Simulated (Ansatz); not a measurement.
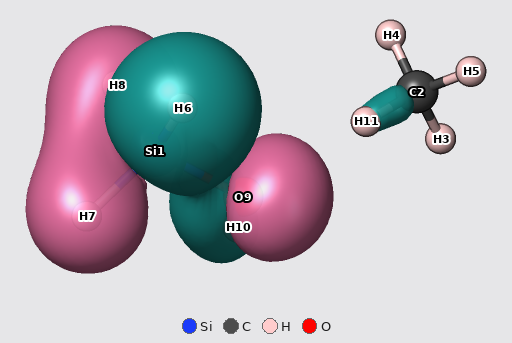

The picture shows: H$_{4}$OSi···CH$_{4}$. The HOMO−1 at ±0.08 Å⁻³ᐟ² (teal and pink are the two phases), seen at a tilt.

These are results of RKS CAM-B3LYP/def2-SVP in Ansatz, not measurements.

The calculation's input:

```
crystal:
  periodic: [false, false, false]
  atoms:
    - { symbol: Si, position_ang: [-0.408332, 0.301624, -0.433198] }
    - { symbol: C, position_ang: [-0.161599, -0.212766, 2.604795] }
    - { symbol: H, position_ang: [-0.473132, -0.635894, 3.569739] }
    - { symbol: H, position_ang: [0.313932, -0.999638, 2.010554] }
    - { symbol: H, position_ang: [0.562583, 0.591394, 2.782954] }
    - { symbol: H, position_ang: [0.529609, 1.184081, 0.293275] }
    - { symbol: H, position_ang: [-0.326918, 0.653231, -1.878287] }
    - { symbol: H, position_ang: [-0.032362, -1.131174, -0.303636] }
    - { symbol: O, position_ang: [-1.963737, 0.583496, 0.118005] }
    - { symbol: H, position_ang: [-2.556443, -0.175917, 0.136216] }
    - { symbol: H, position_ang: [-1.048101, 0.193563, 2.091883] }
basis:
  gaussian: { orbitals: def2-SVP }
hamiltonian:
  xc: cam_b3lyp
relax:
  f_tol: 0.03
  max_steps: 50
output:
  orbitals: {}
```

Command:

```sh
ansatz run input.yaml --threads 2 --pin off --max-ram 3072MiB --backend cpu --events-out ev --progress --plain --runs-dir out
```

The fields are those of the run's last geometry, not of the input's.

Describe this orbital and give its energy.

By Hirshfeld shares it lies mainly on Si1 (about 30 %), O9 (about 25 %), H6 (about 20 %), H8 (about 10 %) and H7 (about 10 %). Its energy is −10.69 eV.
